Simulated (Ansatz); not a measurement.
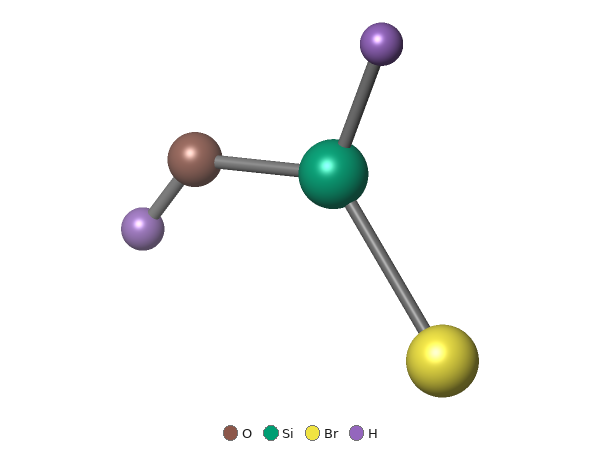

(Drawn from a calculation with Ansatz.)

The picture shows a molecular structure as a ball-and-stick model. Every bond is drawn as one stick, whatever its order.

Charge +1, singlet.

Identify the structure.

The species is BrH2OSi(+). Its SMILES string is `[H]/[O+]=[SiH]\Br`. Among its groups: Si–H bond. This geometry has Cs symmetry. All atoms lie on one plane. Coordination: 1 O bent; 1 Si trigonal planar.
